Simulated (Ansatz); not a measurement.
**One shape, several levels: SiH2S (SMILES [SiH]S)**

Aim: a comparison of 6 runs (UB3LYP/STO-3G, UPBE/STO-3G, UPBE0/STO-3G, r2SCAN/STO-3G, wB97X/STO-3G, CCSD/STO-3G) of SiH2S. 

The calculation is run with Ansatz 0.2.0.

46 further runs of the same task are left out: 46 set aside as unsound or not needed.

## 1. The structure to begin with

The species is SiH2S (4 atoms), meant as a singlet with charge 0. As SMILES, `[SiH]S`. The H3–Si1 distance was set to 1.906 Å, away from the relaxed value.

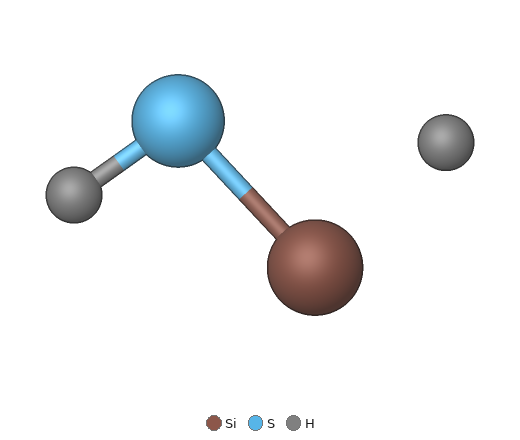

Viewed from a chosen angle; silicon brown, sulfur blue, hydrogen grey.

## 2. The energy at UB3LYP/STO-3G (run 1)

Contents of input.yaml:

```yaml
crystal:
  periodic: [false, false, false]
  atoms:
    - {symbol: Si, position_ang: [-0.582838, -1.045303, -0.043952]}
    - {symbol: S, position_ang: [-0.129538, 0.987897, -0.411652]}
    - {symbol: H, position_ang: [1.017500, -1.190800, 0.981400]}
    - {symbol: H, position_ang: [-1.209738, 1.275097, -1.161252]}
basis:
  gaussian:
    orbitals: STO-3G
accuracy: high
hamiltonian:
  xc: {name: B3LYP}
magnetization:
  spin_polarized: true
  initial_magnetization: 0
```

The run is started by

```console
$ ansatz run input.yaml --threads 1 --pin off --max-ram 2610MiB --events-out events.jsonl --progress --plain --runs-dir runs
```

The log of the run:

```text
Warning: RAYON_NUM_THREADS=1 ignored (pool sized by the plan → 1); use --threads N
Functional definition: B3LYP
  name "B3LYP"
  parameter a0 = 0.2
  parameter ax = 0.72
  parameter ac = 0.81
  exchange = (1 - a0 - ax)*slater_x + ax*b88_x + a0*exact_x
  correlation = (1 - ac)*vwn_rpa_c + ac*lyp_c
344 factors; integrals over basis functions are off by at most 8.7e-9 eV
mean field evaluation 1: about -18530.1639 eV, gradient 1.2e1 eV
mean field evaluation 2: about -18526.8367 eV, gradient 2.4e1 eV
mean field evaluation 4: about -18531.7318 eV, gradient 5.9e-1 eV
mean field evaluation 8: about -18531.7089 eV, gradient 1.5e-3 eV
mean field evaluation 16: about -18531.7089 eV, gradient 3.5e-8 eV
mean field -18531.70892538 eV, -681.0277417644 hartree, gradient 3.5e-8 eV, S^2 0.000000; 0 other end points of the search recorded, 0 dependent functions left out
reference -18531.70895180 eV, -681.0277427350 hartree; 16, 16 occupied and 4, 4 virtual orbitals, 344 factors
Total energy: -18531.70895180 eV, -681.0277427350 hartree
```

It took 1.7 s on 1 thread of AMD EPYC 7R43 (Zen 3), shared host; peak memory 0.14 GiB.

## 3. A single-point energy at UPBE/STO-3G (run 2)

input.yaml, as its differences from that of step 2:

```diff
@@ -8,9 +8,5 @@
 basis:
-  gaussian:
-    orbitals: STO-3G
+  gaussian: {orbitals: STO-3G}
+magnetization: {spin_polarized: true}
+hamiltonian: {xc: {name: PBE}}
 accuracy: high
-hamiltonian:
-  xc: {name: B3LYP}
-magnetization:
-  spin_polarized: true
-  initial_magnetization: 0
```

The run is started by

```console
$ ansatz run input.yaml --threads 1 --pin off --max-ram 2610MiB --events-out events.jsonl --progress --plain --runs-dir runs
```

The log of the run:

```text
Warning: RAYON_NUM_THREADS=1 ignored (pool sized by the plan → 1); use --threads N
Functional definition: PBE
  name "PBE"
  parameter kappa = 0.804
  parameter beta = 0.06672455060314922
  exchange = pbe_x(kappa = kappa, mu = beta*pi^2/3)
  correlation = pbe_c(beta = beta)
344 factors; integrals over basis functions are off by at most 8.7e-9 eV
mean field evaluation 1: about -18520.7012 eV, gradient 1.2e1 eV
mean field evaluation 2: about -18512.8423 eV, gradient 3.3e1 eV
mean field evaluation 4: about -18522.2367 eV, gradient 1.6e0 eV
mean field evaluation 8: about -18522.2227 eV, gradient 6.4e-2 eV
mean field evaluation 16: about -18522.2227 eV, gradient 5.5e-7 eV
mean field -18522.22271863 eV, -680.6791300962 hartree, gradient 4.4e-8 eV, S^2 0.000000; 0 other end points of the search recorded, 0 dependent functions left out
reference -18522.22272037 eV, -680.6791301601 hartree; 16, 16 occupied and 4, 4 virtual orbitals, 344 factors
Total energy: -18522.22272037 eV, -680.6791301601 hartree
```

Run time: 1.2 s. Hardware: 1 thread of AMD EPYC 7R43 (Zen 3), shared host; peak memory 0.14 GiB.

## 4. A single-point energy at UPBE0/STO-3G (run 3)

Contents of job.yaml:

```yaml
crystal:
  periodic: [false, false, false]
  atoms:
    - {symbol: Si, position_ang: [-0.582838, -1.045303, -0.043952]}
    - {symbol: S, position_ang: [-0.129538, 0.987897, -0.411652]}
    - {symbol: H, position_ang: [1.017500, -1.190800, 0.981400]}
    - {symbol: H, position_ang: [-1.209738, 1.275097, -1.161252]}
basis:
  gaussian:
    orbitals: STO-3G
magnetization:
  spin_polarized: true
  initial_magnetization: 0
hamiltonian:
  xc: {name: PBE0}
accuracy: high
```

The run is started by

```console
$ ansatz run job.yaml --threads 1 --pin off --max-ram 2610MiB --events-out events.jsonl --progress --plain --runs-dir runs
```

The log of the run:

```text
Warning: RAYON_NUM_THREADS=1 ignored (pool sized by the plan → 1); use --threads N
Functional definition: PBE0
  name "PBE0"
  parameter a = 0.25
  parameter kappa = 0.804
  parameter beta = 0.06672455060314922
  exchange = (1 - a)*pbe_x(kappa = kappa, mu = beta*pi^2/3) + a*exact_x
  correlation = pbe_c(beta = beta)
344 factors; integrals over basis functions are off by at most 8.7e-9 eV
mean field evaluation 1: about -18523.2838 eV, gradient 1.2e1 eV
mean field evaluation 2: about -18521.0457 eV, gradient 2.1e1 eV
mean field evaluation 4: about -18524.7424 eV, gradient 4.2e-1 eV
mean field evaluation 8: about -18524.7203 eV, gradient 7.4e-4 eV
mean field evaluation 16: about -18524.7203 eV, gradient 1.7e-8 eV
mean field -18524.72030075 eV, -680.7709145460 hartree, gradient 1.7e-8 eV, S^2 0.000000; 0 other end points of the search recorded, 0 dependent functions left out
reference -18524.72030205 eV, -680.7709145941 hartree; 16, 16 occupied and 4, 4 virtual orbitals, 344 factors
Total energy: -18524.72030205 eV, -680.7709145941 hartree
```

Wall time 1.5 s (1 thread of AMD EPYC 7R43 (Zen 3), shared host); peak memory 0.14 GiB.

Runs 4 to 5 aren't shown in full; the table further down has their settings and results.

## 5. A single-point energy at CCSD/STO-3G (run 6)

Contents of run.yaml:

```yaml
crystal:
  periodic: [false, false, false]
  atoms:
    - {symbol: Si, position_ang: [-0.582838, -1.045303, -0.043952]}
    - {symbol: S, position_ang: [-0.129538, 0.987897, -0.411652]}
    - {symbol: H, position_ang: [1.017500, -1.190800, 0.981400]}
    - {symbol: H, position_ang: [-1.209738, 1.275097, -1.161252]}
basis:
  gaussian: {orbitals: STO-3G}
correlation: {method: ccsd, frozen_orbitals: {H: 0, S: 5, Si: 5}}
accuracy: high
scf: {omitted_lower_state_checks: [cluster_reference, increment]}
```

The run is started by

```console
$ ansatz run run.yaml --threads 1 --pin off --max-ram 2610MiB --events-out events.jsonl --progress --plain --runs-dir runs
```

The log of the run (excerpt; [...] marks lines left out):

```text
Warning: RAYON_NUM_THREADS=1 ignored (pool sized by the plan → 1); use --threads N
Functional definition: HF
  name "HF"
[...]
344 factors; integrals over basis functions are off by at most 8.7e-9 eV
[...]
mean field -18499.27764696 eV, -679.8359142652 hartree, gradient 2.7e-8 eV, S^2 0.000000; 0 other end points of the search recorded, 0 dependent functions left out
10 core orbitals not correlated: weight in the atoms' cores, before any rotation towards them, 1.000 or more for the frozen orbitals, at most 0.000 for the correlated occupied ones
reference -18499.27764696 eV, -679.8359142652 hartree; 6, 6 occupied and 4, 4 virtual orbitals, 344 factors
second order -1.87698010 eV of doubles, -0.00000000 eV of singles
cycle   1  -2.34247324 eV  change   -4.7e-1 eV  update   9.6e-2
[...]
cycle  22  -2.71745597 eV  change   5.5e-10 eV  update  8.2e-10
Total energy: -18501.99510293 eV, -679.9357789300 hartree
Checks for a lower state left out: cluster_reference, increment
```

It took 0.18 s on 1 thread of AMD EPYC 7R43 (Zen 3), shared host.

## 6. The series

```csv
run,level,frozen core orbitals,energy (Eh),wall time
1,UB3LYP/STO-3G,–,-681.027743,1.7 s
2,UPBE/STO-3G,–,-680.679130,1.2 s
3,UPBE0/STO-3G,–,-680.770915,1.5 s
4,r2SCAN/STO-3G,–,-680.984642,1.8 s
5,wB97X/STO-3G,–,-681.001908,4.5 s
6,CCSD/STO-3G,10,-679.935779,0.18 s
```

## 7. Results

| quantity | value |
| --- | --- |
| run 6: total energy | -679.93578 Eh |
| run 6: correlation energy (10 core orbitals frozen) | -99.9 mEh |
| run 6: T1 diagnostic | 0.024 |

**Reading.** Totals of different functionals can't be ranked against each other. In runs 1, 2, 3, 4, 5, 6 the basis is minimal, so the values are rough. All runs together took 11 s, the longest 4.5 s.
